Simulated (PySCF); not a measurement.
**H₃Sb, SMILES `[SbH3]`: what the electrons do**

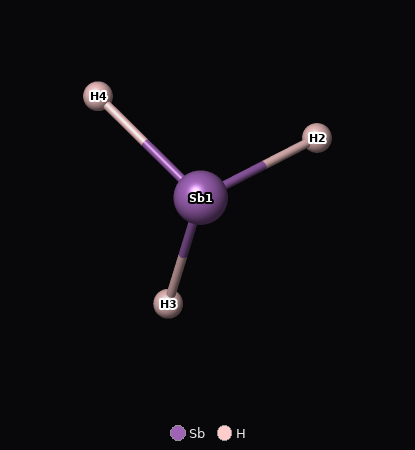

The molecule, with its atoms numbered as below. No frequency check shows the geometry to be a minimum.

Coordinates in Å:

```
Sb1      0.0403    0.0351    0.0132
H2       0.2379   -1.4730   -0.7094
H3      -1.0619   -0.6581    1.0810
H4      -1.2322    0.3413   -1.0466
```

## 1. Bonding charge

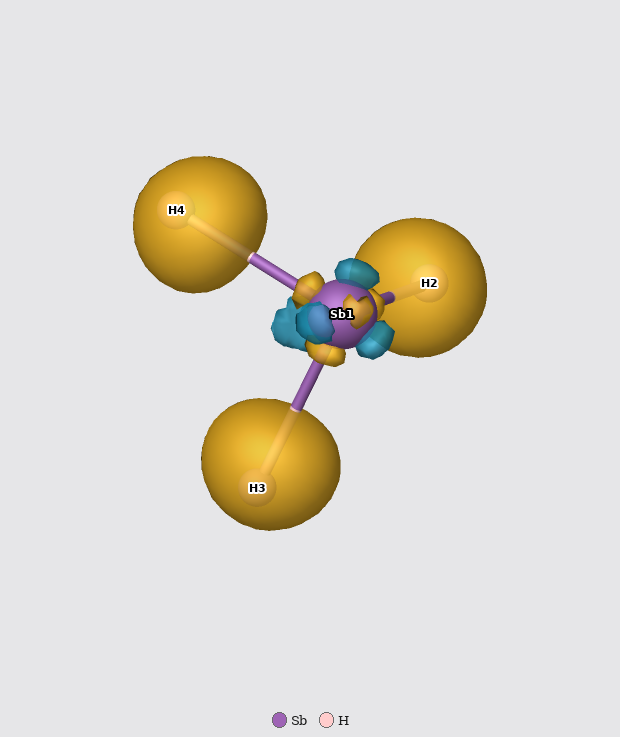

Deformation density (molecule less spherical, spin-averaged free atoms at the same positions), surfaces at ±0.1 e/Å³; yellow: gain, teal: loss.

PySCF calculation, PBE0/def2-TZVP, gas phase; geometry: GFN2-xTB. Core potentials replace the inner electrons of Sb; spin–orbit coupling isn't included.

**How much density has each bond gained at its critical point, relative to the free atoms?**

Sb1–H2, Sb1–H3 and Sb1–H4: +0.21 e/Å³ at the bond critical point (bond length 1.68 Å, Mayer order 1.0). In all, 0.8 electrons gather in the regions of gain relative to the promolecule.

**Where do the Hirshfeld charges lie?**

The highest Hirshfeld charge is on Sb1 (+0.20 e), the lowest on H2, H3 and H4 (−0.07 e).

## 2. Bond critical points

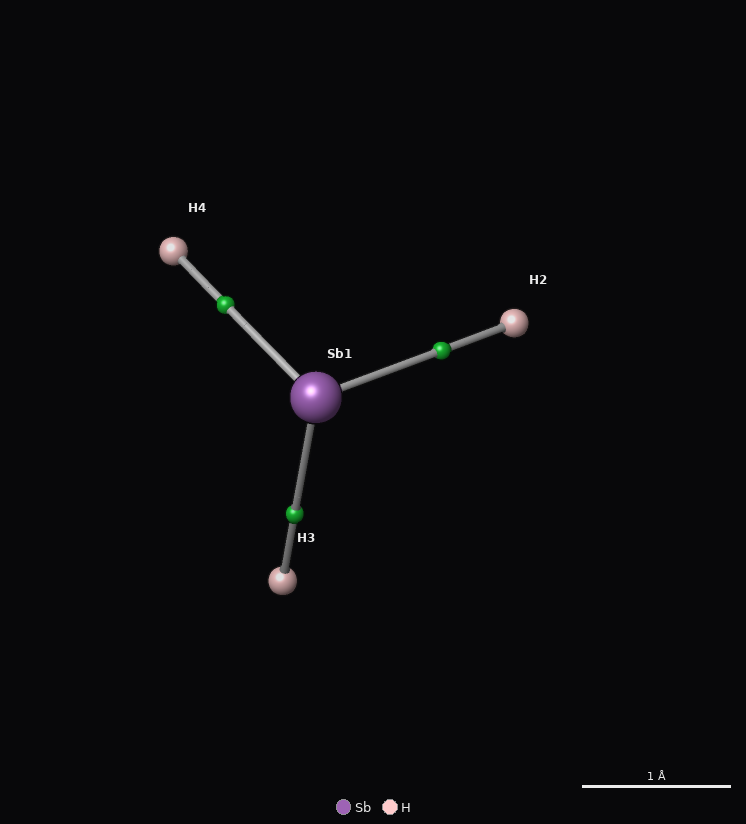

Molecular graph of the electron density (QTAIM): bond paths, bond critical points (green), ring points (magenta, if any); weak paths are dashed.

**How many critical points of each kind are there, and does the count close?**

4 nuclei, 3 bond, 0 ring and 0 cage critical points: 4 − 3 + 0 − 0 = 1, as the Poincaré–Hopf relation requires.

**Give the properties at the bond critical points.**

```csv
bond,length (Å),ρ (a.u.),∇²ρ (a.u.),ε,H (a.u.)
Sb1–H2 (3 alike),1.684,0.124,+0.03,0.02,−0.069
```

**What kind of interaction is Sb1–H2?**

Polar or intermediate (positive Laplacian, negative energy density H): ρ = 0.124, ∇²ρ = +0.03, H = −0.069 a.u.

## 3. Local ionisation energy

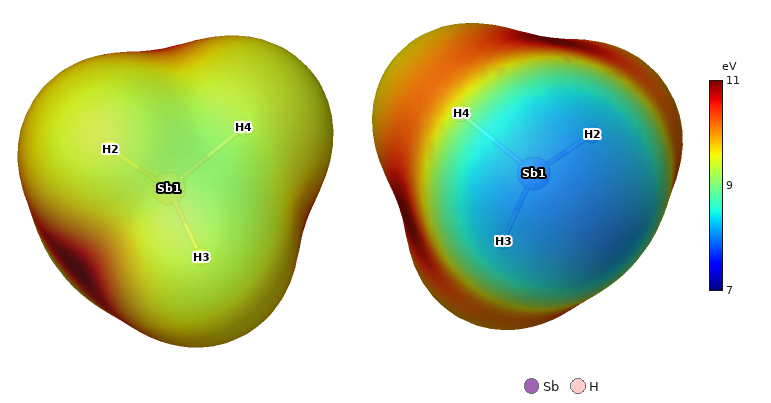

Average local ionisation energy on the surface of electron density 0.001 a.u. (back view left, front view right).

**Where are the most loosely bound electrons on this surface?**

The lowest value is 7.9 eV, 2.5 Å from Sb1. Further minima include 9.2 eV, near H4 (1.96 Å), H3 (2.08 Å) and H2 (2.11 Å), over Sb1 (2.5 Å). For comparison, the highest occupied orbital lies at −7.6 eV.

**What volume does the surface enclose, and what is the dipole moment?**

About 72 Å³; the dipole moment is 0.3 D.

## 4. In an electric field

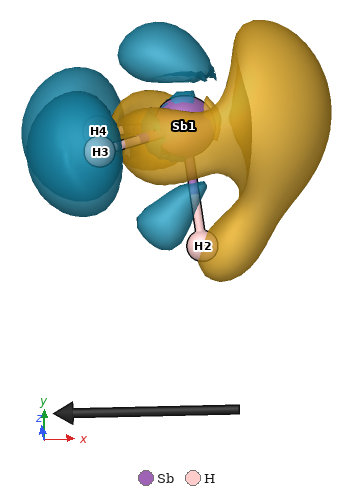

Change of the electron density in a uniform field of 0.21 V/Å along −x (arrow), surfaces at ±0.0015 e/Å³ (yellow: gain, teal: loss).

PySCF calculation, PBE0/def2-TZVP, gas phase; geometry: GFN2-xTB. Core potentials replace the inner electrons of Sb; spin–orbit coupling isn't included. A basis without diffuse functions makes polarisabilities too small.

The field was applied in both directions; the picture shows the one opposite to the script's first.

**What dipole is induced, and what polarisability does it imply?**

The induced dipole is 0.42 D (along the field); α along this axis, from the fields in both directions, is 41 bohr³ (6.1 Å³).

## 5. Removing or adding an electron

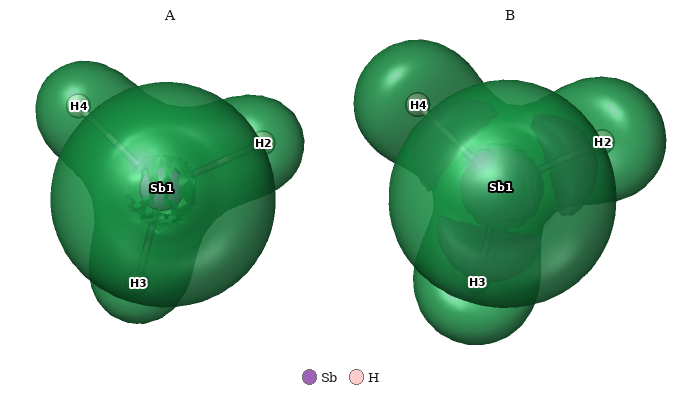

The Fukui function f⁻ from two separate SCF calculations and the density of the HOMO, at ±0.02 e/Å³ (green positive, purple negative).

Method: PBE0/def2-TZVP; geometry: GFN2-xTB; program: PySCF. Core potentials replace the inner electrons of Sb; spin–orbit coupling isn't included.

**Which panel is which, and how good is the frozen-orbital picture?**

B is f⁻ (it has negative regions), A the HOMO density. The HOMO lies on Sb1 (77 %) and H2, H3 and H4 (8 % each); f⁻ (Hirshfeld-condensed) is largest on Sb1 (0.63); the vertical ionisation energy is 10.01 eV. Relaxation shifts 14 % of the electron between atoms. The orbital energy is −7.64 eV.
